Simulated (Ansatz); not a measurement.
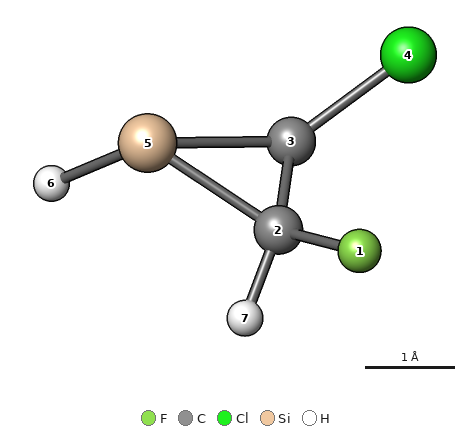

**Figure 1.** The starting structure (ball-and-stick view, seen at a tilt; atoms are numbered from 1 in the order of the input). Bond lengths as drawn: C–C 1.35 Å, C–Cl 1.64 Å, C–F 1.41 Å, C–H 1.09 Å, C–Si 1.78 to 1.80 Å and H–Si 1.51 Å.

C2H2ClFSi: geometry relaxation

System: C2H2ClFSi.
Method: UKS PBE0/def2-SVP (Ansatz 0.2.0).

It belongs to a series of runs on one base structure; here: end point B relaxed. Figures and captions count atoms from 1; the log counts them from 0 in places.

## Input file
```yaml
crystal:
  periodic: [false, false, false]
  atoms:
    - { symbol: F, position_ang: [1.1902, -1.4442, 1.088] }
    - { symbol: C, position_ang: [0.2324, -0.4324, 0.9029] }
    - { symbol: C, position_ang: [-0.7937, -0.5316, 0.0249] }
    - { symbol: Cl, position_ang: [-1.0961, -1.8945, -0.8437] }
    - { symbol: Si, position_ang: [0.1511, 0.9886, -0.1598] }
    - { symbol: H, position_ang: [-0.6181, 2.1983, 0.3197] }
    - { symbol: H, position_ang: [0.61885, -0.02688, 1.83794] }
magnetization:
  spin_polarized: true
basis:
  gaussian: { orbitals: def2-SVP }
hamiltonian:
  xc: pbe0
relax:
  f_tol: 0.02
  max_steps: 50
```

Run as:
```bash
ansatz run input.yaml --threads 2 --pin off --max-ram 3072MiB --backend cpu --events-out ev --progress --plain --runs-dir out
```

## What the program printed
```
The last accepted step is kept in [file] (removed where the run ends without a failure and the disk answers)
Engine: ansatz 0.2.0, aarch64-unknown-linux-gnu
Functional definition: PBE0
  parameter a = 0.25
  parameter kappa = 0.804
  parameter beta = 0.06672455060314922
  exchange = (1 - a)*pbe_x(kappa = kappa, mu = beta*pi^2/3) + a*exact_x
  correlation = pbe_c(beta = beta)
925 factors; integrals over basis functions are off by at most 2.9e-4 eV
mean field evaluation 1: about -25188.7001 eV, gradient 3.3e1 eV
mean field evaluation 2: about -25175.6517 eV, gradient 5.7e1 eV
mean field evaluation 4: about -25194.3375 eV, gradient 6.8e0 eV
mean field evaluation 8: about -25194.6574 eV, gradient 5.1e-1 eV
mean field evaluation 16: about -25194.6606 eV, gradient 3.2e-4 eV
mean field evaluation 32: about -25194.8467 eV, gradient 1.4e-5 eV
mean field -25194.84670902 eV, -925.8935388758 hartree, gradient 5.0e-6 eV, S^2 0.685624; 6 other end points of the search recorded, 0 dependent functions left out
the calculation of the forces begins
reference -25194.84673051 eV, -925.8935396657 hartree; 27, 27 occupied and 61, 61 virtual orbitals, 925 factors
relax step   1: F+E_penalty+E_count = -25194.84670902 eV  Δ(F+E_penalty+E_count) = +0.000e0 eV  max|allowed force component| = 4.519e0 eV/Å  Δτ_max = 0.0000 Å  (145 SCF iters, accepted)
these checks for a lower state are left out or cut short: starts, cluster_reference, orbital_swaps, neighbouring_geometries, increment
925 factors; integrals over basis functions are off by at most 3.3e-4 eV
mean field -25196.13253680 eV, -925.9407921754 hartree, gradient 1.6e-5 eV, S^2 0.255323; 0 other end points of the search recorded, 0 dependent functions left out
[... from here on the field's lines of each further geometry are left out, up to the last ...]
relax step   2: F+E_penalty+E_count = -25196.13253680 eV  Δ(F+E_penalty+E_count) = -1.286e0 eV  max|allowed force component| = 3.868e0 eV/Å  Δτ_max = 0.1949 Å  (56 SCF iters, accepted)
relax step   3: F+E_penalty+E_count = -25197.13768620 eV  Δ(F+E_penalty+E_count) = -1.005e0 eV  max|allowed force component| = 2.018e0 eV/Å  Δτ_max = 0.1946 Å  (57 SCF iters, accepted)
relax step   4: F+E_penalty+E_count = -25197.60051812 eV  Δ(F+E_penalty+E_count) = -4.628e-1 eV  max|allowed force component| = 1.156e0 eV/Å  Δτ_max = 0.1947 Å  (41 SCF iters, accepted)
relax step   5: F+E_penalty+E_count = -25197.88242831 eV  Δ(F+E_penalty+E_count) = -2.819e-1 eV  max|allowed force component| = 1.249e0 eV/Å  Δτ_max = 0.1955 Å  (38 SCF iters, accepted)
relax step   6: F+E_penalty+E_count = -25198.11696169 eV  Δ(F+E_penalty+E_count) = -2.345e-1 eV  max|allowed force component| = 1.070e0 eV/Å  Δτ_max = 0.1950 Å  (42 SCF iters, accepted)
relax step   7: F+E_penalty+E_count = -25198.28678300 eV  Δ(F+E_penalty+E_count) = -1.698e-1 eV  max|allowed force component| = 1.944e0 eV/Å  Δτ_max = 0.1950 Å  (42 SCF iters, accepted)
relax step   8: F+E_penalty+E_count = -25198.39913388 eV  Δ(F+E_penalty+E_count) = -1.124e-1 eV  max|allowed force component| = 9.014e-1 eV/Å  Δτ_max = 0.1992 Å  (57 SCF iters, accepted)
relax step   9: F+E_penalty+E_count = -25198.41335801 eV  Δ(F+E_penalty+E_count) = -1.422e-2 eV  max|allowed force component| = 9.649e-1 eV/Å  Δτ_max = 0.1422 Å  (39 SCF iters, accepted)
relax step  10: F+E_penalty+E_count = -25198.43669005 eV  Δ(F+E_penalty+E_count) = -2.333e-2 eV  max|allowed force component| = 6.030e-1 eV/Å  Δτ_max = 0.0503 Å  (38 SCF iters, accepted)
relax step  11: F+E_penalty+E_count = -25198.39085974 eV  Δ(F+E_penalty+E_count) = +4.583e-2 eV  max|allowed force component| = 8.444e-1 eV/Å  Δτ_max = 0.1330 Å  (51 SCF iters, rejected (line search))
relax step  12: F+E_penalty+E_count = -25198.45589178 eV  Δ(F+E_penalty+E_count) = -1.920e-2 eV  max|allowed force component| = 1.704e-1 eV/Å  Δτ_max = 0.0640 Å  (38 SCF iters, accepted)
relax step  13: F+E_penalty+E_count = -25198.45702664 eV  Δ(F+E_penalty+E_count) = -1.135e-3 eV  max|allowed force component| = 1.438e-1 eV/Å  Δτ_max = 0.0215 Å  (52 SCF iters, accepted)
relax step  14: F+E_penalty+E_count = -25198.45869785 eV  Δ(F+E_penalty+E_count) = -1.671e-3 eV  max|allowed force component| = 3.415e-2 eV/Å  Δτ_max = 0.0148 Å  (53 SCF iters, accepted)
the calculation of the forces begins
reference -25198.45877670 eV, -926.0262799150 hartree; 27, 27 occupied and 61, 61 virtual orbitals, 925 factors
relax step  15: F+E_penalty+E_count = -25198.45875514 eV  Δ(F+E_penalty+E_count) = -5.730e-5 eV  max|allowed force component| = 3.519e-3 eV/Å  Δτ_max = 0.0033 Å  (36 SCF iters, accepted)
925 factors; integrals over basis functions are off by at most 6.1e-4 eV
mean field evaluation 160: about -25196.1686 eV, gradient 2.1e1 eV
```

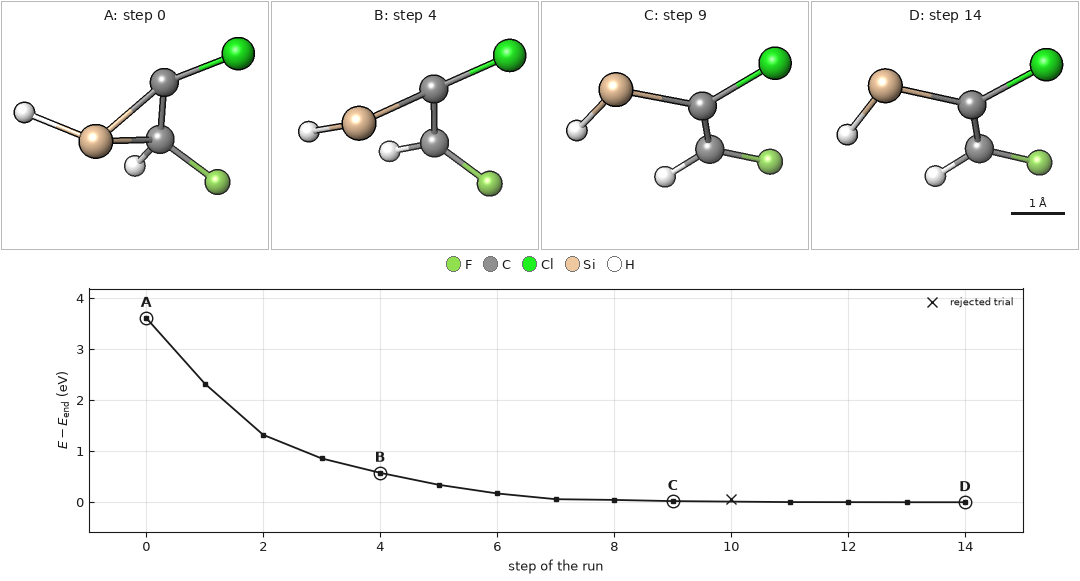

**Figure 2.** Frames of the relaxation (ball-and-stick view, seen at a tilt) above the curves, on which the letters mark them (the first geometry is step 0 here and step 1 in the log).

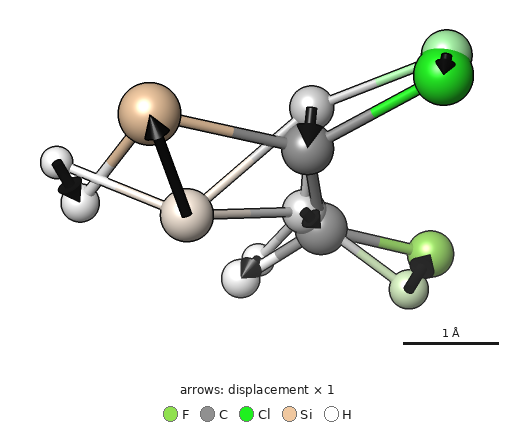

**Figure 3.** Start (faint) and end (solid) with the displacements as black arrows, at true length (ball-and-stick view, seen at a tilt). The two geometries are laid on each other by the best rigid fit. The atom that moves furthest after the best rigid fit is Si5 (1.21 Å). Largest moves by element: Si 1.21 Å, F 0.61 Å, H 0.55 Å, C 0.44 Å, Cl 0.24 Å. Among the contacts that change: C2–Si5 1.776 → 2.850 Å, C3–Cl4 1.644 → 1.741 Å, F1–C2 1.405 → 1.313 Å, C3–Si5 1.799 → 1.882 Å. Bonds break: C2–Si5 (1.78 → 2.85 Å). Among the angles that change: C2–C3–Si5 66.8° → 122.9°, F1–C2–H7 85.0° → 113.6°, C3–C2–H7 148.4° → 122.7°. The energy falls by 3.612 eV in 14 geometry steps. Largest force component: 4.5 eV/Å at the start, 0.0035 eV/Å at the end. The line search rejected the trial step at point 10 (counted from 0) and went back. (Atoms are counted from 1 in the order of the input.)

```
mean field -25198.45875514 eV, -926.0262791228 hartree, gradient 1.2e-5 eV, S^2 0.000000; 2 other end points of the search recorded, 0 dependent functions left out
the calculation of the forces begins
reference -25198.45877670 eV, -926.0262799150 hartree; 27, 27 occupied and 61, 61 virtual orbitals, 925 factors
Total energy: -25198.45877670 eV, -926.0262799150 hartree
Atom 0 at     0.769528    -1.787519     1.500672 Å, force     0.000132     0.002177     0.001236 eV/Å
Atom 1 at     0.387824    -0.606745     1.072261 Å, force     0.000114    -0.003519    -0.001451 eV/Å
Atom 2 at    -0.339202    -0.414090    -0.049809 Å, force    -0.000451     0.003178     0.000508 eV/Å
Atom 3 at    -0.792539    -1.816911    -0.975345 Å, force    -0.001025    -0.001542    -0.002356 eV/Å
Atom 4 at    -0.872250     1.290576    -0.641527 Å, force     0.000253    -0.001070     0.000626 eV/Å
Atom 5 at    -0.183690     1.974232     0.551152 Å, force     0.000151    -0.000676    -0.000127 eV/Å
Atom 6 at     0.714978     0.217778     1.712536 Å, force     0.000826     0.001453     0.001564 eV/Å
Dipole moment:     0.166833     0.217480     0.296464 e Å
```

## Trajectory as extended XYZ (Å, eV, eV/Å), 15 frames, from step=1 to step=15
```
7
Properties=species:S:1:pos:R:3:forces:R:3 step=1 energy=-25194.84671
F     1.1902   -1.4442    1.0880    0.3929  -0.7677  -1.4120
C     0.2324   -0.4324    0.9029    2.3901  -4.0945   4.4217
C    -0.7937   -0.5316    0.0249   -0.5518   0.6914   0.1822
Cl   -1.0961   -1.8945   -0.8437   -0.5843  -1.1493  -0.6929
Si    0.1511    0.9886   -0.1598    0.0381   3.9491  -4.5189
H    -0.6181    2.1983    0.3197    0.2629  -0.1425   0.7813
H     0.6189   -0.0269    1.8379   -1.9478   1.5135   1.2386
7
Properties=species:S:1:pos:R:3:forces:R:3 step=2 energy=-25196.13254
F     1.2589   -1.4014    1.0270   -0.3988   0.3001  -0.9042
C     0.2494   -0.4231    0.9095    2.4130  -2.6068   3.8678
C    -0.7673   -0.5549   -0.0026   -0.2998   0.4064   0.3511
Cl   -1.1366   -1.9580   -0.8179   -0.1913  -0.3582  -0.2609
Si    0.1344    0.9916   -0.3201   -0.3580   2.6900  -2.9533
H    -0.5032    2.1698    0.4618    0.4865  -0.7705   0.3023
H     0.4490    0.0334    1.9122   -1.6515   0.3390  -0.4028
7
Properties=species:S:1:pos:R:3:forces:R:3 step=3 energy=-25197.13769
F     1.3058   -1.3831    0.9701   -0.9001   0.8113   0.0566
C     0.2957   -0.4257    0.9609    0.9003  -2.0178   1.3413
C    -0.7277   -0.5442    0.0232    0.3626   0.7546   0.7742
Cl   -1.1566   -1.9504   -0.7927    0.2373  -0.0693  -0.1089
Si    0.1008    1.0309   -0.5077   -0.7047   1.2938  -1.0513
H    -0.4206    2.0686    0.5474    0.4892  -0.7934  -0.0627
H     0.2872    0.0612    1.9688   -0.3845   0.0208  -0.9493
7
Properties=species:S:1:pos:R:3:forces:R:3 step=4 energy=-25197.60052
F     1.2865   -1.4023    0.9982   -0.7458   0.5128   0.4981
C     0.3046   -0.4679    1.0023   -0.0761  -1.0388   0.0726
C    -0.7063   -0.5226    0.0485    0.8656   1.1555   0.4318
Cl   -1.1113   -1.9307   -0.7986    0.2310  -0.2339  -0.2023
Si   -0.0029    1.0924   -0.6606   -1.0068   0.3342   0.6603
H    -0.3285    1.9511    0.6432    0.4062  -0.5453  -0.6443
H     0.2426    0.1373    1.9369    0.3260  -0.1845  -0.8162
7
Properties=species:S:1:pos:R:3:forces:R:3 step=5 energy=-25197.88243
F     1.2253   -1.4752    1.0936   -0.3910   0.1036   0.4791
C     0.3009   -0.5266    1.0280   -0.5143   0.1921  -0.0930
C    -0.6666   -0.5106    0.0392    0.9228   0.9971   0.4196
Cl   -1.0413   -1.9240   -0.8333    0.1017  -0.2722  -0.2867
Si   -0.1758    1.1578   -0.7245   -0.6790   0.0761   1.2491
H    -0.2430    1.9101    0.7078    0.1122  -0.4404  -1.0313
H     0.2851    0.2258    1.8592    0.4477  -0.6564  -0.7369
7
Properties=species:S:1:pos:R:3:forces:R:3 step=6 energy=-25198.11696
F     1.1348   -1.5946    1.2183   -0.3893   0.3388   0.2086
C     0.3360   -0.5539    1.0338   -0.5304   0.0067  -0.0204
C    -0.5910   -0.4869    0.0207    0.8074   0.6267   0.4493
Cl   -0.9882   -1.8981   -0.8645    0.0578  -0.1975  -0.2398
Si   -0.3438    1.2189   -0.7468   -0.3079   0.1623   1.0697
H    -0.2428    1.9250    0.7023   -0.0474  -0.3956  -0.9713
H     0.3797    0.2469    1.8061    0.4099  -0.5414  -0.4960
7
Properties=species:S:1:pos:R:3:forces:R:3 step=7 energy=-25198.28678
F     0.9988   -1.6708    1.3354    0.6187  -1.4628   0.6207
C     0.3319   -0.6094    1.0785   -0.5616   1.9436  -0.6111
C    -0.4956   -0.4692    0.0046    0.1547   0.5769   0.2223
Cl   -0.9272   -1.8642   -0.9159    0.0684  -0.1227  -0.1067
Si   -0.5049    1.2708   -0.7392   -0.1378  -0.1091   0.6824
H    -0.2721    1.9335    0.6762   -0.0633  -0.2184  -0.5654
H     0.5539    0.2665    1.7302   -0.0790  -0.6076  -0.2422
7
Properties=species:S:1:pos:R:3:forces:R:3 step=8 energy=-25198.39913
F     0.8621   -1.7546    1.4536    0.1876  -0.3755   0.1307
C     0.3824   -0.6102    1.0619   -0.4619   0.9014  -0.1937
C    -0.4285   -0.4422   -0.0171    0.4635   0.1414   0.1810
Cl   -0.8743   -1.8404   -0.9432   -0.0307  -0.0171   0.0087
Si   -0.6354    1.2975   -0.7239   -0.0800  -0.0089   0.4098
H    -0.3063    1.9438    0.6643   -0.0014  -0.1367  -0.4091
H     0.6846    0.2634    1.6743   -0.0771  -0.5047  -0.1275
7
Properties=species:S:1:pos:R:3:forces:R:3 step=9 energy=-25198.41336
F     0.7670   -1.8104    1.5312   -0.2147   0.9649  -0.4316
C     0.4154   -0.6115    1.0575   -0.0442  -0.4197   0.2179
C    -0.3164   -0.4163   -0.0659   -0.0008   0.0054   0.1191
Cl   -0.8536   -1.8213   -0.9477    0.0910   0.0922  -0.0074
Si   -0.7742    1.3215   -0.7046    0.1110  -0.3145   0.3515
H    -0.3053    1.9558    0.6299    0.0438  -0.0037  -0.2294
H     0.7517    0.2397    1.6695    0.0138  -0.3247  -0.0200
7
Properties=species:S:1:pos:R:3:forces:R:3 step=10 energy=-25198.43669
F     0.7714   -1.8073    1.5222   -0.1336   0.6030  -0.2563
C     0.4109   -0.6129    1.0692   -0.0281  -0.2364   0.1490
C    -0.3200   -0.4168   -0.0525    0.0005   0.2353   0.0892
Cl   -0.8396   -1.7958   -0.9620    0.0200  -0.2292  -0.0886
Si   -0.8107    1.2997   -0.6942    0.1217  -0.1686   0.2942
H    -0.2726    1.9628    0.5923    0.0272   0.0368  -0.1324
H     0.7451    0.2276    1.6949   -0.0077  -0.2409  -0.0551
7
Properties=species:S:1:pos:R:3:forces:R:3 step=11 energy=-25198.39086 accepted=F
F     0.7800   -1.7820    1.4966    0.0579   0.1868   0.1448
C     0.3812   -0.6032    1.0636    0.2540  -0.7101   0.3020
C    -0.3427   -0.4526   -0.0546   -0.0232   0.1268  -0.0225
Cl   -0.8032   -1.8342   -0.9990    0.0724   0.1060   0.1238
Si   -0.8402    1.2515   -0.5782   -0.5961   0.6356  -0.8444
H    -0.1722    2.0387    0.5494    0.1616  -0.2871   0.2396
H     0.6817    0.2390    1.6922    0.0734  -0.0580   0.0567
7
Properties=species:S:1:pos:R:3:forces:R:3 step=12 energy=-25198.45589
F     0.7749   -1.7896    1.5059   -0.0402   0.1563  -0.0196
C     0.3876   -0.6074    1.0749    0.1131  -0.1330   0.0380
C    -0.3398   -0.4217   -0.0465   -0.0629   0.1704  -0.0425
Cl   -0.8096   -1.8105   -0.9772    0.0150  -0.0873   0.0056
Si   -0.8418    1.2884   -0.6574    0.0028  -0.0029   0.0442
H    -0.2129    1.9711    0.5708    0.0118  -0.0116  -0.0355
H     0.7262    0.2271    1.6994   -0.0396  -0.0919   0.0097
7
Properties=species:S:1:pos:R:3:forces:R:3 step=13 energy=-25198.45703
F     0.7738   -1.7918    1.5001   -0.0840   0.1297  -0.0959
C     0.3855   -0.6102    1.0707    0.1250   0.0581   0.1438
C    -0.3428   -0.4103   -0.0493    0.0642  -0.1314   0.0977
Cl   -0.7949   -1.8146   -0.9671   -0.0509  -0.0702  -0.0939
Si   -0.8585    1.2910   -0.6509   -0.0270   0.0846  -0.0140
H    -0.1981    1.9777    0.5567    0.0070  -0.0129  -0.0104
H     0.7196    0.2154    1.7097   -0.0343  -0.0580  -0.0273
7
Properties=species:S:1:pos:R:3:forces:R:3 step=14 energy=-25198.45870
F     0.7687   -1.7890    1.4984    0.0109   0.0014   0.0176
C     0.3884   -0.6069    1.0729   -0.0211  -0.0067  -0.0341
C    -0.3392   -0.4136   -0.0491    0.0049   0.0143   0.0098
Cl   -0.7922   -1.8175   -0.9734   -0.0035   0.0023  -0.0062
Si   -0.8710    1.2913   -0.6429   -0.0027  -0.0148  -0.0041
H    -0.1862    1.9763    0.5505    0.0063  -0.0006   0.0075
H     0.7161    0.2168    1.7135    0.0051   0.0041   0.0095
7
Properties=species:S:1:pos:R:3:forces:R:3 step=15 energy=-25198.45875
F     0.7695   -1.7875    1.5007    0.0001   0.0022   0.0012
C     0.3878   -0.6067    1.0723    0.0001  -0.0035  -0.0015
C    -0.3392   -0.4141   -0.0498   -0.0005   0.0032   0.0005
Cl   -0.7925   -1.8169   -0.9753   -0.0010  -0.0015  -0.0024
Si   -0.8722    1.2906   -0.6415    0.0003  -0.0011   0.0006
H    -0.1837    1.9742    0.5512    0.0002  -0.0007  -0.0001
H     0.7150    0.2178    1.7125    0.0008   0.0015   0.0016
```

## Results in brief

| quantity | value |
| --- | --- |
| outcome | converged |
| total energy | −25198.4588 eV |
| mean-field energy | −25198.4588 eV |
| largest force (length of the vector) at the end | 0.004 eV/Å |
| hardware | 2 threads of Arm Neoverse V1, 24 GiB of memory available, shared host |
| wall time | 68 s (CPU time 2.2 min) |
| peak memory | 0.28 GiB |
